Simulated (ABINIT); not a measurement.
# Quasiparticle gap of BaTiO3 (Pm-3m) in ABINIT, part 2 of 3

Wanted: ground state, empty states, screening and self-energy for BaTiO3 (Pm-3m).

ABINIT 10.8.3; LDA and many-body steps on it, plane waves. Known limits of the many-body steps: not at the basis limit; no spin-orbit coupling; coarse k mesh.

So far. Step 2 (Ground state): The gap is indirect, with the least direct gap 0.14 eV higher.

### 3. Bands along the symmetry lines

Level of this step: DFT, LDA, plane waves, norm-conserving pseudopotentials (ABINIT).

The cheap functional maps the bands first; the places of the edges decide which points the dearer methods must see.

File run.abi:

```
acell 3*1.0 Angstrom
rprim 
  4.006000000000 0.000000000000 0.000000000000
  0.000000000000 4.006000000000 0.000000000000
  0.000000000000 0.000000000000 4.006000000000
ntypat 3
znucl 56 22 8
natom 5
typat 1 2 3 3 3
xred 
  0.500000000000 0.500000000000 0.500000000000
  0.000000000000 0.000000000000 0.000000000000
  0.500000000000 0.000000000000 0.000000000000
  0.000000000000 0.500000000000 0.000000000000
  0.000000000000 0.000000000000 0.500000000000
pp_dirpath "pseudos"
pseudos "Ba.upf, Ti.upf, O.upf"
ecut 38
iscf -2
irdden 1
kptopt 0
nkpt 50
kpt 
  0.00000000 0.00000000 0.00000000
  0.00000000 0.06250000 0.00000000
  0.00000000 0.12500000 0.00000000
  0.00000000 0.18750000 0.00000000
  0.00000000 0.25000000 0.00000000
  0.00000000 0.31250000 0.00000000
  0.00000000 0.37500000 0.00000000
  0.00000000 0.43750000 0.00000000
  0.00000000 0.50000000 0.00000000
  0.06250000 0.50000000 0.00000000
  0.12500000 0.50000000 0.00000000
  0.18750000 0.50000000 0.00000000
  0.25000000 0.50000000 0.00000000
  0.31250000 0.50000000 0.00000000
  0.37500000 0.50000000 0.00000000
  0.43750000 0.50000000 0.00000000
  0.50000000 0.50000000 0.00000000
  0.43750000 0.43750000 0.00000000
  0.37500000 0.37500000 0.00000000
  0.31250000 0.31250000 0.00000000
  0.25000000 0.25000000 0.00000000
  0.18750000 0.18750000 0.00000000
  0.12500000 0.12500000 0.00000000
  0.06250000 0.06250000 0.00000000
  0.00000000 0.00000000 0.00000000
  0.06250000 0.06250000 0.06250000
  0.12500000 0.12500000 0.12500000
  0.18750000 0.18750000 0.18750000
  0.25000000 0.25000000 0.25000000
  0.31250000 0.31250000 0.31250000
  0.37500000 0.37500000 0.37500000
  0.43750000 0.43750000 0.43750000
  0.50000000 0.50000000 0.50000000
  0.43750000 0.50000000 0.43750000
  0.37500000 0.50000000 0.37500000
  0.31250000 0.50000000 0.31250000
  0.25000000 0.50000000 0.25000000
  0.18750000 0.50000000 0.18750000
  0.12500000 0.50000000 0.12500000
  0.06250000 0.50000000 0.06250000
  0.00000000 0.50000000 0.00000000
  0.50000000 0.50000000 0.50000000
  0.50000000 0.50000000 0.43750000
  0.50000000 0.50000000 0.37500000
  0.50000000 0.50000000 0.31250000
  0.50000000 0.50000000 0.25000000
  0.50000000 0.50000000 0.18750000
  0.50000000 0.50000000 0.12500000
  0.50000000 0.50000000 0.06250000
  0.50000000 0.50000000 0.00000000
istwfk *1
nband 31
nbdbuf 6
tolwfr 1e-07
nstep 50
prtwf 0
prtvol 0
indata_prefix "in"
outdata_prefix "out"
tmpdata_prefix "tmp"
```

Launch:

```bash
> OMP_NUM_THREADS=1 mpirun -n 8 abinit run.abi > log
```

Numbers of over 12 decimals in the logs are rounded to 6 here.

Output:

```text
.Version 10.8.3 of ABINIT. v10.8.2 released Aug 2026.

 Symmetries : space group Pm -3 m (#221); Bravais cP (primitive cubic)
[... echo of the input left out ...]
== DATASET  1 ==================================================================
-   mpi_nproc: 8, omp_nthreads: 1 (-1 if OMP is not activated)

--- !DatasetInfo
iteration_state: {dtset: 1, }
dimensions: {natom: 5, nkpt: 50, mband: 31, nsppol: 1, nspinor: 1, nspden: 1, mpw: 4945, }
cutoff_energies: {ecut:  38.0, pawecutdg:  -1.0, }
electrons: {nelect:   4.00000000E+01, charge:   0.00000000E+00, occopt:   1.00000000E+00, tsmear:   1.00000000E-02, }

 Real(R)+Recip(G) space primitive vectors, cartesian coordinates (Bohr,Bohr^-1):
 R(1)=  7.5702429  0.0000000  0.0000000  G(1)=  0.1320962  0.0000000  0.0000000
 R(2)=  0.0000000  7.5702429  0.0000000  G(2)=  0.0000000  0.1320962  0.0000000
 R(3)=  0.0000000  0.0000000  7.5702429  G(3)=  0.0000000  0.0000000  0.1320962
 Unit cell volume ucvol=  4.3383985E+02 bohr^3
 Angles (23,13,12)=  9.00000000E+01  9.00000000E+01  9.00000000E+01 degrees

 getcut: wavevector=  0.0000  0.0000  0.0000  ngfft=  45  45  45
         ecut(hartree)=     38.000   => boxcut(ratio)=   2.09453

--- Pseudopotential description ------------------------------------------------
- Ba Generated using ONCVPSP code by D. R. Hamann
- 56.00000  10.00000  180309                  znucl, zion, pspdat
12 -1012 2 -1 1912                            pspcod,pspxc,lmax,lloc,mmax
     nproj     2     2     2
  pspatm : epsatm=   25.95172157
         --- l  ekb(1:nproj) -->
             0    6.668455    0.685657
             1    5.046948    0.410312
             2    2.551809    0.419281
 pspatm: atomic psp has been read  and splines computed

- Ti Generated using ONCVPSP code by D. R. Hamann
- 22.00000  12.00000  180309                  znucl, zion, pspdat
12 -1012 2 -1 1568                            pspcod,pspxc,lmax,lloc,mmax
     nproj     2     2     2
  pspatm : epsatm=   14.84363209
         --- l  ekb(1:nproj) -->
[...]
pspatm: atomic psp has been read  and splines computed

- O Generated using ONCVPSP code by D. R. Hamann
-  8.00000   6.00000  201201                  znucl, zion, pspdat
12 -1012 2 -1 926                             pspcod,pspxc,lmax,lloc,mmax
     nproj     2     2     1
  pspatm : epsatm=    6.27558587
         --- l  ekb(1:nproj) -->
[...]
2   -1.033686
 pspatm: atomic psp has been read  and splines computed

--------------------------------------------------------------------------------

================================================================================
 prteigrs : about to open file out_EIG
 Non-SCF case, kpt    1 (  0.00000  0.00000  0.00000), residuals and eigenvalues=
  4.52E-08  8.97E-09  2.87E-08  5.19E-08  2.43E-08  8.30E-08  1.70E-08  4.09E-08
[...]
1.9792E-01  2.2670E-01  3.5847E-01  3.5847E-01  3.7386E-01  4.0774E-01
  5.1370E-01  5.1740E-01  5.3046E-01  5.9360E-01  5.9360E-01  6.3456E-01
  7.0438E-01

--- !ResultsGS
iteration_state: {dtset: 1, }
comment   : Summary of ground state results
lattice_vectors:
- [  7.5702429,   0.0000000,   0.0000000, ]
- [  0.0000000,   7.5702429,   0.0000000, ]
- [  0.0000000,   0.0000000,   7.5702429, ]
lattice_lengths: [   7.57024,    7.57024,    7.57024, ]
lattice_angles: [ 90.000,  90.000,  90.000, ] # degrees, (23, 13, 12)
lattice_volume:   4.3383985E+02
convergence: {deltae:  0.000E+00, res2:  0.000E+00, residm:  9.999E-08, diffor:  0.000E+00, }
etotal    :  -1.37395173E+02
entropy   :   0.00000000E+00
fermie    :   2.29449544E-01
cartesian_stress_tensor: null
pressure_GPa: null
xred      :
- [  5.0000E-01,   5.0000E-01,   5.0000E-01, Ba]
- [  0.0000E+00,   0.0000E+00,   0.0000E+00, Ti]
- [  5.0000E-01,   0.0000E+00,   0.0000E+00,  O]
- [  0.0000E+00,   5.0000E-01,   0.0000E+00,  O]
- [  0.0000E+00,   0.0000E+00,   5.0000E-01,  O]
cartesian_forces: null
force_length_stats: {min: null, max: null, mean: null, }

 Integrated electronic density in atomic spheres:
 ------------------------------------------------
 Atom  Sphere_radius  Integrated_density
[...]
================================================================================

 ----iterations are completed or convergence reached----

 Mean square residual over all n,k,spin=   47.945E-09; max=  99.992E-09
 reduced coordinates (array xred) for    5 atoms
[...]
0.000000000000      0.500000000000      0.000000000000
       0.000000000000      0.000000000000      0.500000000000

 cartesian coordinates (angstrom) at end:
    1      2.003000     2.003000     2.003000
    2      0.000000     0.000000     0.000000
    3      2.003000     0.000000     0.000000
    4      0.000000     2.003000     0.000000
    5      0.000000     0.000000     2.003000
 length scales=  1.889726125908  1.889726125908  1.889726125908 bohr
              =  1.000000000000  1.000000000000  1.000000000000 angstroms
 prteigrs : about to open file out_EIG
 Eigenvalues (hartree) for nkpt=  50  k points:
 kpt#   1, nband= 31, wtk=  1.00000, kpt=  0.0000  0.0000  0.0000 (reduced coord)
[...]
kpt#   2, nband= 31, wtk=  1.00000, kpt=  0.0000  0.0625  0.0000 (reduced coord)
[...]
kpt#   3, nband= 31, wtk=  1.00000, kpt=  0.0000  0.1250  0.0000 (reduced coord)
[...]
kpt#  49, nband= 31, wtk=  1.00000, kpt=  0.5000  0.5000  0.0625 (reduced coord)
[...]
0.51370    0.51592    0.53211    0.58609    0.58609    0.63355    0.70889
 kpt#  50, nband= 31, wtk=  1.00000, kpt=  0.5000  0.5000  0.0000 (reduced coord)
[...]
-0.13262   -0.13262   -0.11770    0.07043    0.07916    0.08773    0.12986    0.12986
   0.16572    0.19792    0.19792    0.22670    0.35847    0.35847    0.37386    0.40774
   0.51370    0.51740    0.53046    0.59360    0.59360    0.63456    0.70438

== END DATASET(S) ==============================================================
================================================================================

 -outvars: echo values of variables after computation  --------
            nband          31
             nkpt          50
          spgroup         221
 [... the other variables as echoed above ...]

 Calculation completed.
```

Wall time 24 s (8 MPI ranks of Arm Neoverse V1, shared host); peak memory 0.62 GiB; 3.2 min of CPU time.

Numbers from this step:

* gap: 1.712 eV
* k of the valence top: 0.5, 0.5, 0.5
* k of the conduction bottom: 0, 0, 0
* least direct gap: 1.848 eV

The gap is 1.712 eV, as in the run before at this level.

The electronic bands at the labelled points (eV, zero at the top of the highest filled band):

| point | band 17 | band 18 | band 19 | band 20 | band 21 | band 22 | band 23 | band 24 |
| --- | --- | --- | --- | --- | --- | --- | --- | --- |
| Γ | -1.11 | -0.14 | -0.14 | -0.14 | 1.71 | 1.71 | 1.71 | 4.01 |
| X | -1.85 | -1.85 | -0.71 | -0.71 | 1.87 | 3.50 | 3.50 | 4.01 |
| M | -1.73 | -0.86 | -0.86 | -0.07 | 3.51 | 3.51 | 3.93 | 4.85 |
| Γ | -1.11 | -0.14 | -0.14 | -0.14 | 1.71 | 1.71 | 1.71 | 4.01 |
| R | -2.39 | 0.00 | 0.00 | 0.00 | 4.19 | 4.19 | 4.19 | 6.72 |
| X | -1.85 | -1.85 | -0.71 | -0.71 | 1.87 | 3.50 | 3.50 | 4.01 |
| jump to R | -2.39 | 0.00 | 0.00 | 0.00 | 4.19 | 4.19 | 4.19 | 6.72 |
| M | -1.73 | -0.86 | -0.86 | -0.07 | 3.51 | 3.51 | 3.93 | 4.85 |

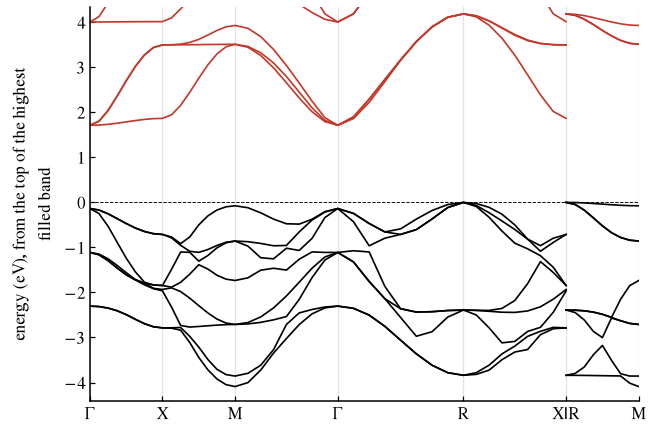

Electronic bands along the path; lines of filled and empty bands in two colours.

### 4. Empty states on the mesh, 4×4×4 mesh, 148 bands

The sums over transitions need many empty states on a uniform mesh; this step solves for them.

File run.abi:

```
acell 3*1.0 Angstrom
rprim 
  4.006000000000 0.000000000000 0.000000000000
  0.000000000000 4.006000000000 0.000000000000
  0.000000000000 0.000000000000 4.006000000000
ntypat 3
znucl 56 22 8
natom 5
typat 1 2 3 3 3
xred 
  0.500000000000 0.500000000000 0.500000000000
  0.000000000000 0.000000000000 0.000000000000
  0.500000000000 0.000000000000 0.000000000000
  0.000000000000 0.500000000000 0.000000000000
  0.000000000000 0.000000000000 0.500000000000
pp_dirpath "pseudos"
pseudos "Ba.upf, Ti.upf, O.upf"
ecut 38
ngkpt 4 4 4
nshiftk 1
shiftk 0 0 0
kptopt 1
chksymbreak 0
irdden 1
istwfk *1
nband 148
prtvol 0
optdriver 6
gwr_task "HDIAGO"
paral_kgb 0
occopt 1
indata_prefix "in"
outdata_prefix "out"
tmpdata_prefix "tmp"
```

Output:

```text
[banner, memory and clock lines left out]
.Version 10.8.3 of ABINIT. v10.8.2 released Aug 2026.

 Symmetries : space group Pm -3 m (#221); Bravais cP (primitive cubic)
[... echo of the input left out ...]
== DATASET  1 ==================================================================
-   mpi_nproc: 8, omp_nthreads: 1 (-1 if OMP is not activated)

--- !DatasetInfo
iteration_state: {dtset: 1, }
dimensions: {natom: 5, nkpt: 10, mband: 148, nsppol: 1, nspinor: 1, nspden: 1, mpw: 4945, }
cutoff_energies: {ecut:  38.0, pawecutdg:  -1.0, }
electrons: {nelect:   4.00000000E+01, charge:   0.00000000E+00, occopt:   1.00000000E+00, tsmear:   1.00000000E-02, }

.Using double precision arithmetic; gwpc =  8

- Reading GS density from: in_DEN

--- Pseudopotential description ------------------------------------------------
- Ba Generated using ONCVPSP code by D. R. Hamann
- 56.00000  10.00000  180309                  znucl, zion, pspdat
12 -1012 2 -1 1912                            pspcod,pspxc,lmax,lloc,mmax
     nproj     2     2     2
  pspatm : epsatm=   25.95172157
         --- l  ekb(1:nproj) -->
             0    6.668455    0.685657
             1    5.046948    0.410312
             2    2.551809    0.419281
 pspatm: atomic psp has been read  and splines computed

- Ti Generated using ONCVPSP code by D. R. Hamann
- 22.00000  12.00000  180309                  znucl, zion, pspdat
12 -1012 2 -1 1568                            pspcod,pspxc,lmax,lloc,mmax
     nproj     2     2     2
  pspatm : epsatm=   14.84363209
         --- l  ekb(1:nproj) -->
[...]
pspatm: atomic psp has been read  and splines computed

- O Generated using ONCVPSP code by D. R. Hamann
-  8.00000   6.00000  201201                  znucl, zion, pspdat
12 -1012 2 -1 926                             pspcod,pspxc,lmax,lloc,mmax
     nproj     2     2     1
  pspatm : epsatm=    6.27558587
         --- l  ekb(1:nproj) -->
             0    6.026028    0.816167
             1   -4.798959   -1.172522
             2   -1.033686
 pspatm: atomic psp has been read  and splines computed

   2.38488445E+03                                ecore*ucvol(ha*bohr**3)

 Total charge density [el/Bohr^3]
)     Maximum=    1.3338E+00  at reduced coord.    0.0000    0.0000    0.9111
)     Minimum=    1.4379E-03  at reduced coord.    0.4889    0.4889    0.4889
   Integrated=    4.0000E+01

 === KS gaps after direct diagonalization ===
 Indirect band gap semiconductor
 Fundamental gap:     1.712 (eV)
   VBM:     6.244 (eV) at k: [ 5.0000E-01,  5.0000E-01,  5.0000E-01]
   CBM:     7.956 (eV) at k: [ 0.0000E+00,  0.0000E+00,  0.0000E+00]
 Direct gap:         1.848 (eV) at k: [ 0.0000E+00,  0.0000E+00,  0.0000E+00]

== END DATASET(S) ==============================================================

 -outvars: echo values of variables after computation  --------
           etotal      0.0000000000E+00
            nband         148
             nkpt          10
          spgroup         221
 [... the other variables as echoed above ...]

 Calculation completed.
```

Run time: 2.7 min. Hardware: 8 MPI ranks; peak memory 10 GiB; 21 min of CPU time.

This step gave:

```
gap                                                           : 1.712 eV
k of the valence top                                          : 0.5, 0.5, 0.5
k of the conduction bottom                                    : 0, 0, 0
least direct gap                                              : 1.848 eV
k points computed                                             : 10
lowest point of the top converged band, above the valence top : 74.5046 eV
```

On this mesh the gap is 1.712 eV.

### 5. Screening, 4×4×4 mesh, 140 bands, screening to 130.6 eV

The RPA dielectric matrix is built and inverted for each q.

This step: RPA screening on LDA, plane waves, norm-conserving pseudopotentials.

Edit run.abi of step 4 so:

```diff
@@ -23,10 +23,11 @@
 chksymbreak 0
-irdden 1
 istwfk *1
-nband 148
-prtvol 0
-optdriver 6
-gwr_task "HDIAGO"
-paral_kgb 0
 occopt 1
+irdwfk 1
+optdriver 3
+nband 140
+ecuteps 4.8
+inclvkb 2
+awtr 1
+symchi 1
 indata_prefix "in"
```

Output:

```text
.Version 10.8.3 of ABINIT. v10.8.2 released Aug 2026.

 Symmetries : space group Pm -3 m (#221); Bravais cP (primitive cubic)
[... echo of the input left out ...]
== DATASET  1 ==================================================================
-   mpi_nproc: 8, omp_nthreads: 1 (-1 if OMP is not activated)

--- !DatasetInfo
iteration_state: {dtset: 1, }
dimensions: {natom: 5, nkpt: 10, mband: 140, nsppol: 1, nspinor: 1, nspden: 1, mpw: 4945, }
cutoff_energies: {ecut:  38.0, pawecutdg:  -1.0, }
electrons: {nelect:   4.00000000E+01, charge:   0.00000000E+00, occopt:   1.00000000E+00, tsmear:   1.00000000E-02, }

 SCREENING: Calculation of the susceptibility and dielectric matrices

 Based on a program developped by R.W. Godby, V. Olevano, G. Onida, and L. Reining.
 Incorporated in ABINIT by V. Olevano, G.-M. Rignanese, and M. Torrent.
.Using double precision arithmetic ; gwpc =  8

[... cell and pseudopotentials left out ...]
--------------------------------------------------------------------------------

 ==== K-mesh for the wavefunctions ====
 Number of points in the irreducible wedge :    10
[... list of points left out ...]
 Together with 48 symmetry operations and time-reversal symmetry
 yields    64 points in the full Brillouin Zone.

 ==== Q-mesh for the screening function ====
 Number of points in the irreducible wedge :    10
[... list of points left out ...]
 Together with 48 symmetry operations and time-reversal symmetry
 yields    64 points in the full Brillouin Zone.

 setmesh: FFT mesh size selected  =    30x   30x   30
          total number of points  =        27000

 vcoul_init : cutoff-mode = AUXILIARY_FUNCTION
 q-points for optical limit:   1
     1)      0.000010    0.000020    0.000030

- screening: taking advantage of time-reversal symmetry
- Maximum band index for partially occupied states nbvw = 20
- Remaining bands to be divided among processors   nbcw = 120
- Number of bands treated by each node ~15

 Number of electrons calculated from density =   40.0000; Expected =   40.0000
 average of density, n =  0.092200
 r_s =    1.3732
 omega_plasma =   29.2901 [eV]

 calculating chi0 at frequencies [eV] :
  1    0.000000E+00    0.000000E+00
  2    0.000000E+00    2.929010E+01

--------------------------------------------------------------------------------
  q-point number  1        q = ( 0.000000, 0.000000, 0.000000) [r.l.u.]
--------------------------------------------------------------------------------
[... chi0 elements left out ...]
 For q-point:  0.000010 0.000020 0.000030
  dielectric constant =   7.1255
  dielectric constant without local fields =   7.5579

  Average fulfillment of the sum rule on Im[epsilon] for q-point    1 :     69.06  [%]
[... wings left out ...]
  q-point number  2        q = ( 0.250000, 0.000000, 0.000000) [r.l.u.]
--------------------------------------------------------------------------------
[... chi0 elements left out ...]
  Average fulfillment of the sum rule on Im[epsilon] for q-point    2 :     79.43  [%]

 [... 8 further q-points ...]
```

Elapsed: 54 s, on 8 MPI ranks; peak memory 2.2 GiB.

This step gave:

| Item | Value |
| --- | --- |
| ε∞ with local fields, on this mesh, along the program's q direction | 7.125 |
| the same without local fields | 7.558 |
| plasma frequency | 29.29 eV |
| plane waves in the screening matrix | 203 |

Local fields lower ε∞ by 6 %. On a Γ-centred mesh this coarse the value itself is usually too large, while a short band sum pulls it down.

[end of part 2 of 3]

[Paths, hosts, dates, memory and timing lines, banners, echoed tables and standing remarks are left out of the program output.]

[Logs are printed without paths, hosts, clocks, repeated set-up lines and the standing remarks that a program may print on its own settings, such as how far it seeks lower states.]

[Runs of the session that timed out or met a known fault of the program may be left out.]

[Hosts, paths, dates, database ids (printed as entryN), source tags and the programs' standing remarks are cut or masked in the printed files.]

[G0W0 gaps are taken among the corrected bands and points alone; a level outside them can change the order at an edge.]

[Where Ansatz stands beside ABINIT at settings called matched, ABINIT's density can come from a denser mesh and the files from another edition; pairs whose starting gaps differed by over 0.03 eV were left out, so agreement reads better than it is.]
